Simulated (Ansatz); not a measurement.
# SiGeH2 (quintet): one geometry, many settings

Aim: run SiGeH2 (quintet) at one geometry under a spread of methods and options, and see what each costs and gives.

Program: Ansatz 0.2.0, Gaussian basis. Level of theory: the settings change from run to run. These are calculated values, not measurements.

23 further runs of the same task are left out: 7 that didn't finish, 16 set aside as unsound or not needed.

## (1) The system

The geometry is a PBE0/def2-TZVP stationary point (not a proven minimum) of the parent state, kept for this charge and spin. No spin-orbit coupling is included. The filled d shell of Ge may be among the frozen orbitals whatever the setting's name suggests; the logs give the count.

4 atoms, charge 0, spin multiplicity 5.

Atoms are counted from 1 here; the program's logs count them from 0.

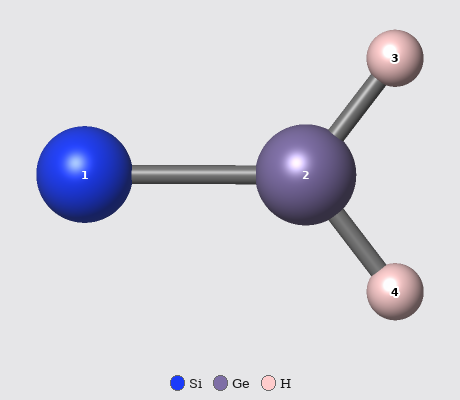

The structure; silicon blue, germanium purple, hydrogen pink; atoms are numbered from 1 in the order of the file.

## (2) NEVPT2(4,7)/cc-pVDZ

Contents of in.yaml:

```yaml
crystal:
  periodic: [false, false, false]
  atoms:
    - {symbol: Si, position_ang: [0.000000, 0.000000, 1.710377]}
    - {symbol: Ge, position_ang: [0.000000, 0.000000, -0.618031]}
    - {symbol: H, position_ang: [0.000000, 1.233005, -1.559134]}
    - {symbol: H, position_ang: [0.000000, -1.233005, -1.559134]}
basis:
  gaussian: {orbitals: cc-pVDZ}
magnetization: {spin_polarized: false, initial_magnetization: 4}
correlation: {method: sc_nevpt2, electrons: outside_noble_gas, active_space: {window: {electrons: 4, orbitals: 7}}}
output: {forces: true}
```

Run with:

```
ansatz run in.yaml --threads 1 --pin off --events-out ev --progress --plain --max-ram 2393MiB
```

What it wrote:

```text
Functional definition: HF
  name "HF"
  cite "Fock, Z. Phys. 61, 126 (1930) doi:10.1007/BF01340294"
  parent pbe
  exchange = exact_x
  correlation = 0
598 factors; integrals over basis functions are off by at most 1.2e-3 eV
mean field evaluation 1: about -64361.3886 eV, gradient 8.9e0 eV
mean field evaluation 2: about -64361.4083 eV, gradient 8.9e0 eV
mean field evaluation 4: about -64362.5060 eV, gradient 1.5e0 eV
mean field evaluation 8: about -64362.6100 eV, gradient 1.1e-1 eV
mean field -64362.61016964 eV, -2365.2822971902 hartree, gradient 2.5e-6 eV, S^2 6.000000; 0 other end points of the search recorded, 0 dependent functions left out
reference -64362.61016964 eV, -2365.2822971902 hartree; 26, 22 occupied and 29, 33 virtual orbitals, 598 factors
state -64362.80482050 eV, -2365.2894504774 hartree
state -64362.80482050 eV, -2365.2894504774 hartree; corrected -64366.08527219 eV, -2365.4100048533 hartree
the calculation of the forces begins
Total energy: -64366.08527219 eV, -2365.4100048533 hartree
Atom 0 at     0.000000     0.000000     1.710377 Å, force     0.000000     0.000000     1.051592 eV/Å
Atom 1 at     0.000000     0.000000    -0.618031 Å, force    -0.000000    -0.000000    -2.451531 eV/Å
Atom 2 at     0.000000     1.233005    -1.559134 Å, force     0.000000     0.035709     0.699969 eV/Å
Atom 3 at     0.000000    -1.233005    -1.559134 Å, force     0.000000    -0.035709     0.699969 eV/Å
Dipole moment:     0.000000     0.000000     0.059772 e Å
```

It took 6.5 s on 1 thread of Arm Neoverse V1, shared host.

From the report: 12 determinants; active occupations 1.00, 1.00, 0.99, 0.99, 0.01, 0.01, 0.00.

## (3) HF/cc-pVDZ

Edit in.yaml of step 2 so:

```diff
@@ -10,3 +10,3 @@
 magnetization: {spin_polarized: false, initial_magnetization: 4}
-correlation: {method: sc_nevpt2, electrons: outside_noble_gas, active_space: {window: {electrons: 4, orbitals: 7}}}
-output: {forces: true}
+hamiltonian: {xc: hf}
+output: {forces: true, orbitals: {seedname: orbitals}}
```

Same command.

What it wrote (excerpt; [...] marks lines left out):

```text
Functional definition: HF
  name "HF"
  cite "Fock, Z. Phys. 61, 126 (1930) doi:10.1007/BF01340294"
  parent pbe
[...]
598 factors; integrals over basis functions are off by at most 1.2e-3 eV
[...]
mean field -64362.61016964 eV, -2365.2822971902 hartree, gradient 1.4e-5 eV, S^2 6.000000; 1 other end points of the search recorded, 0 dependent functions left out
[...]
reference -64362.61016964 eV, -2365.2822971902 hartree; 26, 22 occupied and 29, 33 virtual orbitals, 598 factors
Total energy: -64362.61016964 eV, -2365.2822971902 hartree
Atom 0 at     0.000000     0.000000     1.710377 Å, force    -0.000000     0.000000     0.856262 eV/Å
Atom 1 at     0.000000     0.000000    -0.618031 Å, force     0.000000    -0.000000    -2.352790 eV/Å
Atom 2 at     0.000000     1.233005    -1.559134 Å, force    -0.000000    -0.050615     0.748264 eV/Å
Atom 3 at     0.000000    -1.233005    -1.559134 Å, force    -0.000000     0.050615     0.748264 eV/Å
Dipole moment:    -0.000000     0.000000     0.123876 e Å
```

Run time: 1.5 s. Hardware: 1 thread of Arm Neoverse V1, shared host.

## (4) CCSDT on UHF/STO-3G

Edit in.yaml of step 3 so:

```diff
@@ -8,5 +8,6 @@
 basis:
-  gaussian: {orbitals: cc-pVDZ}
-magnetization: {spin_polarized: false, initial_magnetization: 4}
-hamiltonian: {xc: hf}
-output: {forces: true, orbitals: {seedname: orbitals}}
+  gaussian: {orbitals: STO-3G, fitting: {mean_field: def2-universal-jkfit}}
+magnetization: {spin_polarized: true, initial_magnetization: 4}
+correlation: {method: ccsdt, electrons: outside_noble_gas}
+accuracy: high
+scf: {lower_state_search: light}
```

The command is unchanged.

What it wrote (excerpt; [...] marks lines left out):

```text
Functional definition: HF
  name "HF"
  cite "Fock, Z. Phys. 61, 126 (1930) doi:10.1007/BF01340294"
  parent pbe
[...]
430 factors; integrals over basis functions are off by at most 1.6e-2 eV
[...]
mean field -63629.03974411 eV, -2338.3240812840 hartree, gradient 8.4e-9 eV, S^2 6.011384; 0 other end points of the search recorded, 0 dependent functions left out
19 core orbitals not correlated, not the lowest: weight in the atoms' cores, before any rotation towards them, 0.667 or more for the frozen orbitals, at most 0.330 for the correlated occupied ones
reference -63629.03974411 eV, -2338.3240812840 hartree; 7, 3 occupied and 3, 7 virtual orbitals, 430 factors
second order -0.86007998 eV of doubles, -0.00000000 eV of singles
cycle   1  -1.17665320 eV  change   -3.2e-1 eV  update   5.6e-2
[...]
cycle  23  -1.43554287 eV  change   4.3e-10 eV  update  3.1e-10
Total energy: -63630.47528698 eV, -2338.3768365113 hartree
```

Wall time 1.1 s (1 thread of Arm Neoverse V1, shared host).

From the report: ⟨S²⟩ of the determinant 6.011 (pure quintet: 6.00); correlation -1.4355 eV; T1 0.008; largest double amplitude 0.08.

## (5) CCSD on ROHF/cc-pVDZ

Contents of in.yaml:

```yaml
crystal:
  periodic: [false, false, false]
  atoms:
    - {symbol: Si, position_ang: [0.000000, 0.000000, 1.710377]}
    - {symbol: Ge, position_ang: [0.000000, 0.000000, -0.618031]}
    - {symbol: H, position_ang: [0.000000, 1.233005, -1.559134]}
    - {symbol: H, position_ang: [0.000000, -1.233005, -1.559134]}
basis:
  gaussian: {orbitals: cc-pVDZ}
magnetization: {spin_polarized: false, initial_magnetization: 4}
correlation: {method: ccsd, electrons: outside_noble_gas}
scf: {lower_state_search: full}
output: {forces: true}
```

Launched as before.

What it wrote (excerpt; [...] marks lines left out):

```text
Functional definition: HF
  name "HF"
  cite "Fock, Z. Phys. 61, 126 (1930) doi:10.1007/BF01340294"
  parent pbe
[...]
598 factors; integrals over basis functions are off by at most 1.2e-3 eV
[...]
mean field -64362.61016964 eV, -2365.2822971902 hartree, gradient 2.5e-6 eV, S^2 6.000000; 6 other end points of the search recorded, 0 dependent functions left out
[...]
determinant -64362.61016964 eV, -2365.2822971902 hartree, with singles and doubles -64367.04018383 eV, -2365.4450972090 hartree
determinant -64359.80039099 eV, -2365.1790397292 hartree, with singles and doubles -64364.56365568 eV, -2365.3540864779 hartree
19 core orbitals not correlated: weight in the atoms' cores, before any rotation towards them, 0.999 or more for the frozen orbitals, at most 0.000 for the correlated occupied ones
reference -64362.61016964 eV, -2365.2822971902 hartree; 7, 3 occupied and 29, 33 virtual orbitals, 598 factors
second order -3.43528368 eV of doubles, -0.06553272 eV of singles
cycle   1  -4.43011990 eV  change   -1.1e-4 eV  update   7.8e-4
[...]
cycle   9  -4.43027350 eV  change    9.9e-8 eV  update   4.1e-7
[...]
Total energy: -64367.04044314 eV, -2365.4451067382 hartree
Atom 0 at     0.000000     0.000000     1.710377 Å, force    -0.000000     0.000000     1.292731 eV/Å
Atom 1 at     0.000000     0.000000    -0.618031 Å, force    -0.000000    -0.000000    -2.408188 eV/Å
Atom 2 at     0.000000     1.233005    -1.559134 Å, force     0.000000     0.156771     0.557729 eV/Å
Atom 3 at     0.000000    -1.233005    -1.559134 Å, force     0.000000    -0.156771     0.557729 eV/Å
Dipole moment:     0.000000     0.000000     0.023913 e Å
```

Run time: 6 s. Hardware: 1 thread of Arm Neoverse V1, shared host.

From the report: correlation -4.4303 eV; T1 0.030; largest double amplitude 0.06.

## (6) BCCD/cc-pVDZ

Edit in.yaml of step 5 so:

```diff
@@ -10,4 +10,3 @@
 magnetization: {spin_polarized: false, initial_magnetization: 4}
-correlation: {method: ccsd, electrons: outside_noble_gas}
-scf: {lower_state_search: full}
-output: {forces: true}
+hamiltonian: {xc: {name: B3LYP}, pseudopotentials: {relativity: none}}
+correlation: {method: bccd, electrons: outside_noble_gas}
```

Launched as before.

What it wrote (excerpt; [...] marks lines left out):

```text
Functional definition: B3LYP
  name "B3LYP"
  cite "Stephens, Devlin, Chabalowski & Frisch, J. Phys. Chem. 98, 11623 (1994) doi:10.1021/j100096a001"
  cite "Becke, Phys. Rev. A 38, 3098 (1988) doi:10.1103/PhysRevA.38.3098"
  cite "Lee, Yang & Parr, Phys. Rev. B 37, 785 (1988) doi:10.1103/PhysRevB.37.785"
  cite "Vosko, Wilk & Nusair, Can. J. Phys. 58, 1200 (1980) doi:10.1139/p80-159"
[...]
598 factors; integrals over basis functions are off by at most 1.2e-3 eV
[...]
mean field -64423.63154618 eV, -2367.5247914163 hartree, gradient 2.2e-6 eV, S^2 6.000000; 0 other end points of the search recorded, 0 dependent functions left out
[...]
19 core orbitals not correlated: weight in the atoms' cores, before any rotation towards them, 0.999 or more for the frozen orbitals, at most 0.000 for the correlated occupied ones
reference -64362.03242371 eV, -2365.2610654189 hartree; 7, 3 occupied and 29, 33 virtual orbitals, 598 factors
second order -3.73110522 eV of doubles, -0.26906949 eV of singles
cycle   1  -4.58995605 eV  change   -5.9e-1 eV  update   6.2e-2
[...]
cycle  11  -4.78952772 eV  change    3.1e-6 eV  update   5.3e-6
Total energy: -64366.82195144 eV, -2365.4370773163 hartree
```

Run time: 3.5 s. Hardware: 1 thread of Arm Neoverse V1, shared host.

From the report: correlation -4.7895 eV; largest double amplitude 0.06.

## (7) BCCD(T) on ROHF/STO-3G

Edit in.yaml of step 6 so:

```diff
@@ -8,5 +8,5 @@
 basis:
-  gaussian: {orbitals: cc-pVDZ}
+  gaussian: {orbitals: STO-3G, fitting: {mean_field: def2-universal-jkfit}}
 magnetization: {spin_polarized: false, initial_magnetization: 4}
-hamiltonian: {xc: {name: B3LYP}, pseudopotentials: {relativity: none}}
-correlation: {method: bccd, electrons: outside_noble_gas}
+correlation: {method: bccd_t, electrons: valence}
+scf: {lower_state_search: off}
```

Launched as before.

What it wrote (excerpt; [...] marks lines left out):

```text
Functional definition: HF
  name "HF"
  cite "Fock, Z. Phys. 61, 126 (1930) doi:10.1007/BF01340294"
  parent pbe
[...]
430 factors; integrals over basis functions are off by at most 1.6e-2 eV
[...]
mean field -63628.97277270 eV, -2338.3216201298 hartree, gradient 1.2e-6 eV, S^2 6.000000; 0 other end points of the search recorded, 0 dependent functions left out
14 core orbitals not correlated: weight in the atoms' cores, before any rotation towards them, 1.000 or more for the frozen orbitals, at most 0.000 for the correlated occupied ones
reference -63628.97277270 eV, -2338.3216201298 hartree; 12, 8 occupied and 3, 7 virtual orbitals, 430 factors
second order -0.93524413 eV of doubles, -0.03239694 eV of singles
cycle   1  -1.30995052 eV  change   -3.4e-1 eV  update   5.8e-2
[...]
cycle  10  -1.54571550 eV  change    1.6e-5 eV  update   1.5e-5
perturbative correction -0.01460728 eV, -0.0005368077 hartree
Total energy: -63630.53309548 eV, -2338.3789609343 hartree
Checks for a lower state left out: stability, starts, cluster_reference, orbital_swaps, neighbouring_geometries, increment
```

It took 0.48 s on 1 thread of Arm Neoverse V1, shared host.

From the report: correlation -1.5603 eV; largest double amplitude 0.08.

## (8) CCSD(T) on ROHF/STO-3G

Edit in.yaml of step 7 so:

```diff
@@ -8,5 +8,4 @@
 basis:
-  gaussian: {orbitals: STO-3G, fitting: {mean_field: def2-universal-jkfit}}
+  gaussian: {orbitals: STO-3G}
 magnetization: {spin_polarized: false, initial_magnetization: 4}
-correlation: {method: bccd_t, electrons: valence}
-scf: {lower_state_search: off}
+correlation: {method: ccsd_t, electrons: outside_noble_gas}
```

Launched as before.

What it wrote (excerpt; [...] marks lines left out):

```text
Functional definition: HF
  name "HF"
  cite "Fock, Z. Phys. 61, 126 (1930) doi:10.1007/BF01340294"
  parent pbe
[...]
298 factors; integrals over basis functions are off by at most 1.2e-5 eV
[...]
mean field -63628.95181775 eV, -2338.3208500496 hartree, gradient 1.2e-6 eV, S^2 6.000000; 0 other end points of the search recorded, 0 dependent functions left out
19 core orbitals not correlated, not the lowest: weight in the atoms' cores, before any rotation towards them, 0.650 or more for the frozen orbitals, at most 0.345 for the correlated occupied ones
reference -63628.95181775 eV, -2338.3208500496 hartree; 7, 3 occupied and 3, 7 virtual orbitals, 298 factors
second order -0.88132543 eV of doubles, -0.03134525 eV of singles
cycle   1  -1.24434966 eV  change   -3.3e-1 eV  update   5.7e-2
[...]
cycle  10  -1.48526842 eV  change   -1.7e-7 eV  update   2.6e-6
perturbative correction -0.01039822 eV, -0.0003821275 hartree
Total energy: -63630.44748438 eV, -2338.3758147847 hartree
```

Wall time 0.42 s (1 thread of Arm Neoverse V1, shared host).

From the report: correlation -1.4957 eV; T1 0.013; largest double amplitude 0.08.

## (9) BCCD(T) on UHF/def2-SVP

Edit in.yaml of step 8 so:

```diff
@@ -8,4 +8,5 @@
 basis:
-  gaussian: {orbitals: STO-3G}
-magnetization: {spin_polarized: false, initial_magnetization: 4}
-correlation: {method: ccsd_t, electrons: outside_noble_gas}
+  gaussian: {orbitals: def2-SVP}
+magnetization: {spin_polarized: true, initial_magnetization: 4}
+correlation: {method: bccd_t, electrons: outside_noble_gas}
+output: {forces: true}
```

Same command.

What it wrote (excerpt; [...] marks lines left out):

```text
Functional definition: HF
  name "HF"
  cite "Fock, Z. Phys. 61, 126 (1930) doi:10.1007/BF01340294"
  parent pbe
[...]
584 factors; integrals over basis functions are off by at most 1.2e-3 eV
[...]
mean field -64353.86214782 eV, -2364.9608133179 hartree, gradient 1.8e-6 eV, S^2 6.014764; 1 other end points of the search recorded, 0 dependent functions left out
determinant -64353.86214782 eV, -2364.9608133179 hartree, with singles and doubles -64358.13682556 eV, -2365.1179048274 hartree
determinant -64350.88972833 eV, -2364.8515789166 hartree, with singles and doubles -64355.52599883 eV, -2365.0219587146 hartree
19 core orbitals not correlated: weight in the atoms' cores, before any rotation towards them, 0.999 or more for the frozen orbitals, at most 0.000 for the correlated occupied ones
reference -64353.86214782 eV, -2364.9608133179 hartree; 7, 3 occupied and 34, 38 virtual orbitals, 584 factors
second order -3.35447500 eV of doubles, -0.00000000 eV of singles
cycle   1  -4.27520009 eV  change   -5.2e-4 eV  update   8.7e-3
[...]
cycle  10  -4.27227727 eV  change    4.7e-7 eV  update   1.2e-6
perturbative correction -0.13289399 eV, -0.0048837642 hartree
[...]
Total energy: -64358.26731908 eV, -2365.1227003759 hartree
Atom 0 at     0.000000     0.000000     1.710377 Å, force     0.000000    -0.000000     1.150529 eV/Å
Atom 1 at     0.000000     0.000000    -0.618031 Å, force    -0.000000     0.000000    -2.264091 eV/Å
Atom 2 at     0.000000     1.233005    -1.559134 Å, force     0.000000     0.131909     0.556781 eV/Å
Atom 3 at     0.000000    -1.233005    -1.559134 Å, force    -0.000000    -0.131909     0.556781 eV/Å
Dipole moment:     0.000000     0.000000     0.040404 e Å
```

Wall time 7 s (1 thread of Arm Neoverse V1, shared host).

From the report: ⟨S²⟩ of the determinant 6.015 (pure quintet: 6.00); correlation -4.4052 eV; largest double amplitude 0.05.

## (10) CCSDT(Q) on ROHF/6-31G

Edit in.yaml of step 9 so:

```diff
@@ -8,5 +8,6 @@
 basis:
-  gaussian: {orbitals: def2-SVP}
-magnetization: {spin_polarized: true, initial_magnetization: 4}
-correlation: {method: bccd_t, electrons: outside_noble_gas}
+  gaussian: {orbitals: 6-31G, fitting: {mean_field: def2-universal-jkfit}}
+magnetization: {spin_polarized: false, initial_magnetization: 4}
+correlation: {method: ccsdt_q, electrons: outside_noble_gas}
+scf: {lower_state_search: full}
 output: {forces: true}
```

The command is unchanged.

What it wrote (excerpt; [...] marks lines left out):

```text
Functional definition: HF
  name "HF"
  cite "Fock, Z. Phys. 61, 126 (1930) doi:10.1007/BF01340294"
  parent pbe
[...]
430 factors; integrals over basis functions are off by at most 8.1e-2 eV
[...]
mean field -64353.32327842 eV, -2364.9410102326 hartree, gradient 8.5e-7 eV, S^2 6.000000; 6 other end points of the search recorded, 0 dependent functions left out
[...]
determinant -64353.32327842 eV, -2364.9410102326 hartree, with singles and doubles -64355.61084937 eV, -2365.0250769146 hartree
determinant -64350.33243323 eV, -2364.8310986993 hartree, with singles and doubles -64352.96643344 eV, -2364.9278964215 hartree
19 core orbitals not correlated: weight in the atoms' cores, before any rotation towards them, 0.998 or more for the frozen orbitals, at most 0.001 for the correlated occupied ones
reference -64353.32327842 eV, -2364.9410102326 hartree; 7, 3 occupied and 20, 24 virtual orbitals, 430 factors
second order -1.60539750 eV of doubles, -0.03940645 eV of singles
cycle   1  -2.06367548 eV  change   -4.2e-1 eV  update   6.4e-2
[...]
cycle  15  -2.35657473 eV  change    2.8e-7 eV  update   2.2e-7
perturbative correction -0.00155006 eV, -0.0000569636 hartree
[...]
Total energy: -64355.68140320 eV, -2365.0276697201 hartree
Atom 0 at     0.000000     0.000000     1.710377 Å, force     0.000000    -0.000000     1.610375 eV/Å
Atom 1 at     0.000000     0.000000    -0.618031 Å, force    -0.000000     0.000000    -2.324560 eV/Å
Atom 2 at     0.000000     1.233005    -1.559134 Å, force    -0.000000     0.389037     0.357093 eV/Å
Atom 3 at     0.000000    -1.233005    -1.559134 Å, force    -0.000000    -0.389037     0.357093 eV/Å
Dipole moment:     0.000000     0.000000     0.084099 e Å
```

It took 43 s on 1 thread of Arm Neoverse V1, shared host; peak memory 0.51 GiB.

From the report: correlation -2.3581 eV; T1 0.018; largest double amplitude 0.06.

## (11) The runs in one table

Where basis and cores are those of an earlier UCCSDT(Q)/cc-pVDZ run (-64367.2153 eV), and the state is the same kind, the miss against it is given.

| level | correlated | functions | energy (eV) | from UCCSDT(Q) (meV) | time |
| --- | --- | --- | --- | --- | --- |
| NEVPT2(4,7)/cc-pVDZ | outside noble gas | 55 | -64366.0853 | 1130.0 | 6.5 s |
| HF/cc-pVDZ |  | 55 | -64362.6102 | 4605.1 | 1.5 s |
| CCSDT on UHF/STO-3G | outside noble gas | 29 | -63630.4753 |  | 1.1 s |
| CCSD on ROHF/cc-pVDZ | outside noble gas | 55 | -64367.0404 | 174.8 | 6 s |
| BCCD/cc-pVDZ (on B3LYP orbitals) | outside noble gas | 55 | -64366.8220 |  | 3.5 s |
| BCCD(T) on ROHF/STO-3G | valence | 29 | -63630.5331 |  | 0.48 s |
| CCSD(T) on ROHF/STO-3G | outside noble gas | 29 | -63630.4475 |  | 0.42 s |
| BCCD(T) on UHF/def2-SVP | outside noble gas | 60 | -64358.2673 |  | 7 s |
| CCSDT(Q) on ROHF/6-31G | outside noble gas | 46 | -64355.6814 |  | 43 s |

## (12) What came out

| quantity | value |
| --- | --- |
| runs | 9 |
| quickest | CCSD(T) on ROHF/STO-3G, 0.42 s |
| slowest | CCSDT(Q) on ROHF/6-31G, 43 s |

**Reading.** Total energies in different bases, with other cores or another treatment of relativity can't be set against each other. CCSDT(Q) on ROHF/6-31G took 102 times as long as CCSD(T) on ROHF/STO-3G; the jobs differ in more than the method. Among the correlated runs with a miss given, it spans +175 to +1130 meV. Hartree-Fock, CASSCF and CASCI lack dynamic correlation by design.
